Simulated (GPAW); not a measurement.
# Surface energy and work function of Ir(100) from slabs of 4 to 14 layers (PBE)

How do energy and work function of Ir(100) films settle with thickness, and what surface energy follows?

How it was computed: GPAW 26.7.0, plane waves at 450 eV with PAW setups; symmetric 1×1 slabs cut at the tabulated lattice constant (two decimals; low-temperature values for the alkali metals), atoms at bulk places, 7.5 Å of vacuum on each side, one in-plane mesh for all thicknesses, Fermi-Dirac smearing of 0.1 eV. Energies are extrapolated to zero smearing and count from the program's reference atoms. Functional PBE. The cell's area is 7.373 Å².

The runs, one held back:

| layers | energy (eV) | work function (eV) |
| --- | --- | --- |
| 4 | −34.7368 | 5.54 |
| 5 | −44.1332 | 5.54 |
| 6 | −53.5363 | 5.54 |
| 7 | −62.8802 | 5.54 |
| 8 | −72.2447 | 5.54 |
| 9 | −81.6270 | 5.54 |
| 10 | −90.9991 | 5.54 |
| 11 | −100.3627 | 5.54 |
| 12 | −109.7297 | 5.54 |
| 14 | ? | ? |

**Question.** What surface energy do these runs give, and what energy and work function should the 14-layer slab have?

A: A slab of n layers has E(n) = nε + 2Aγ once its middle is bulk-like. A line through n = 6 to 12 has the slope ε = −9.3678 eV a layer and the intercept 2Aγ = 2.6849 eV (r.m.s. residual 8.5 meV). So γ = 2.6849 / (2 × 7.373 Å²) = 0.1821 eV/Å² = 2.92 J/m², with a standard error of about 0.02 J/m² from the scatter about the line. For 14 layers: 2.6849 + 14 × (−9.3678) = −128.465 eV; the run gives −128.470 eV, 5.5 meV under the line. The work function has no such law: from 6 to 12 layers it stays at 5.54 eV, and the 14-layer slab gives 5.54 eV. The thinnest slab, 4 layers, lies 0.00 eV from that mean. The measured value for this face is 5.96 eV (“Anisotropic work function of elemental crystals” (2019, arxiv:1902.07811)), for a face that reconstructs.

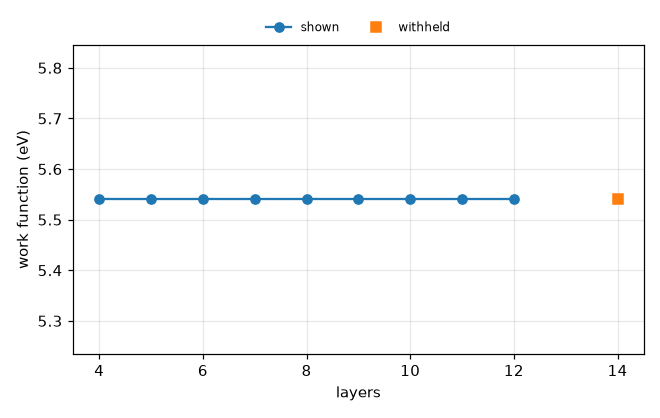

Work function against thickness.

**Limits.** The surfaces are unrelaxed, so γ is an upper bound for this functional and lattice constant. The tabulated lattice constant isn't the functional's own, which strains the slab a little. Spin-orbit coupling is left out.
